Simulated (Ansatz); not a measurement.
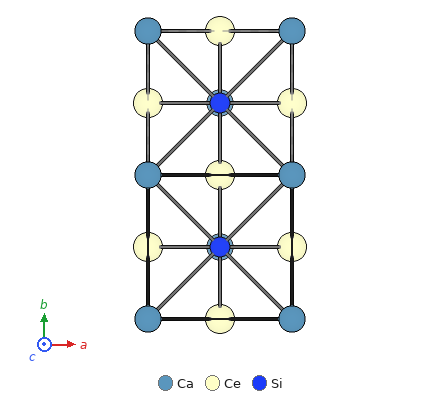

CaCe$_{2}$Si$_{2}$ (I4/mmm, No. 139): the geometry relaxed (final pressure about 9.4 GPa) with Ansatz, DFT, PAW plane waves, r2scan; the starting structure was generated, so it need not be a known form of this composition.

```
Ca Ce Si
1.0
     4.66701    0.00000    0.00000
     0.00000    4.66701    0.00000
     0.00000    0.00000   10.82488
Ca Ce Si
2 4 4
Direct
  0.00000 0.00000 0.00000
  0.50000 0.50000 0.50000
  0.50000 0.00000 0.75000
  0.00000 0.50000 0.75000
  0.00000 0.50000 0.25000
  0.50000 0.00000 0.25000
  0.50000 0.50000 0.89745
  0.00000 0.00000 0.60255
  0.00000 0.00000 0.39745
  0.50000 0.50000 0.10255
```

Q: What will a projected-potential map along [001] show? Computed as the sum of neutral-atom potentials (tabulated electron scattering factors, B = 0.5 Å²) projected along the beam and smoothed by 0.25 Å; brighter is more positive. The display is stretched by a gamma of 0.6; percentages refer to the linear signal.

A: The columns repeat on a square net with a repeat of 3.30 Å (plane group p4mm). The brightest columns hold 2 Ce per repeat; in falling brightness follow 1 Ca + 2 Si (about 55 %). Brightness is counted from the darkest point of the image. The closest visible columns (Ca + 2 Si and Ce) are 2.33 Å apart in projection. Along the beam the structure repeats every 10.82 Å.

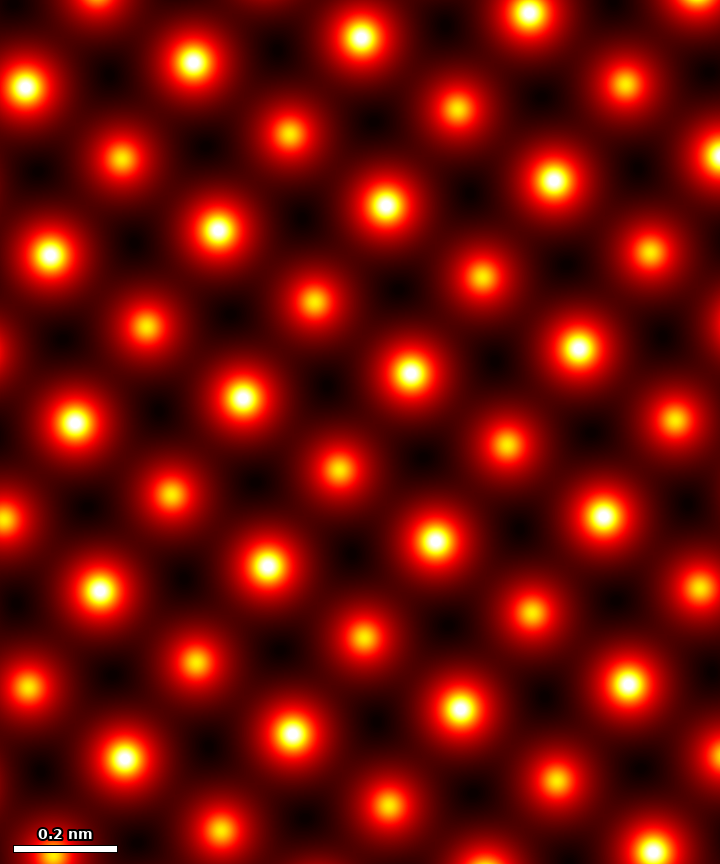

The simulated image.

Q: What mean inner potential do neutral atoms give for this crystal?

A: About 23 V (the sum of the forward scattering factors over the cell volume; bonding usually lowers the true value).
